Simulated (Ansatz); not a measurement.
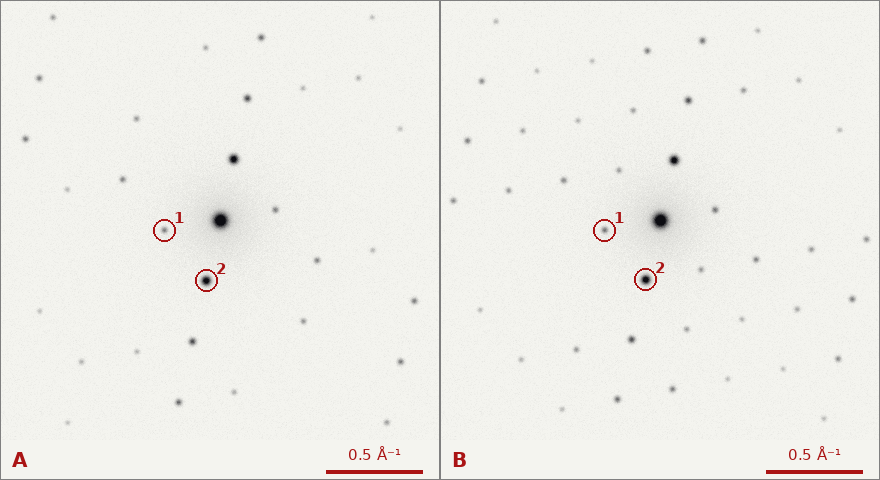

Kinematic electron diffraction patterns (120 kV, B = 0.5 Å², same scale) along [011] of the run's own cell, for the start and the end of one relaxation of Sr2CrClO2 with DFT, PAW plane waves, pbe+U, spin-orbit in Ansatz 0.2.0. k mesh 5×5×5. The start is a generated model structure, and the relaxation ends in the nearest stationary point of its symmetry, not necessarily the ground state. Spot 1 is -1 0 0 and spot 2 is -1 -1 1 in both.

Start structure:

```
Sr Cr Cl O
1.0
     1.97798    3.42597    0.00000
    -1.97798    3.42597    0.00000
    -1.97798    1.14199    9.34412
Sr Cr Cl O
2 1 1 2
Direct
  0.74670 0.50660 0.24010
  0.25330 0.49340 0.75990
  0.50000 0.00000 0.50000
  0.00000 0.00000 0.00000
  0.43600 0.12800 0.30800
  0.56400 0.87200 0.69200
```

> Which pattern belongs to the start structure, and which to the relaxed one?

A is the start: its cell gives d(1) = 3.401 Å, d(2) = 3.078 Å and an angle of 66.9°. B is the relaxed structure, with d(1) = 3.418 Å (+0.5 %), d(2) = 3.123 Å (+1.5 %) and 66.3°.

> Name reflections whose intensity changes strongly on relaxation.

0 1 -1, 1 2 -2 come into sight.

> Summarise the relaxation behind the change.

The volume changed by +7.0 % to 22.59 Å³ an atom; with the mean shift removed, the atoms moved by up to 0.20 Å relative to the cell (Sr most); the space group stayed R-3m (No. 166); the free energy fell by 150 meV an atom. Relaxed cell: a = 3.974 Å, b = 3.974 Å, c = 10.175 Å, α = 78.74°, β = 90.00°, γ = 60.00°.
